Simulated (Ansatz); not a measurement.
**W3N4, response to strain**

Consider W$_{3}$N$_{4}$ (space group Pm-3m, No. 221; a = 4.179 Å). Axes: x, y, z lie along the cube axes.

Strains are applied to the cell and any free atomic positions relax; under biaxial strain the out-of-plane vector relaxes too.

Calculations: Ansatz (a first-principles code), PBEsol, PAW, cutoff 420 eV, no spin-orbit coupling.

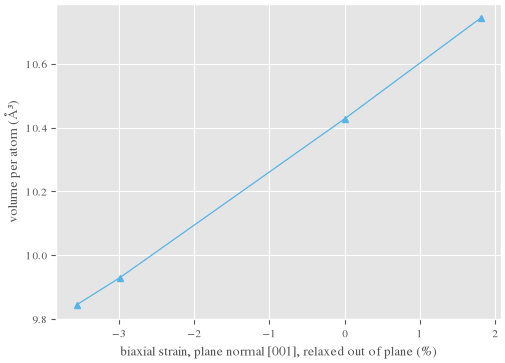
Volume per atom against biaxial strain, plane normal [001], relaxed out of plane

Task: From the plot, what is the volume per atom for biaxial strain +1.81 %, plane normal [001], relaxed out of plane?

Result: About 10.74 Å³.

Task: Is the trend monotonic over the range shown?

Result: Yes, it rises throughout, spanning 9.84 Å³ to 10.74 Å³.

Without a gap, meshes like the base's 11×11×11 leave anisotropic stresses uncertain by several tenths of a GPa, and small strain energies with them. No phonon test of stability was made. The final runs are not spin-polarised.
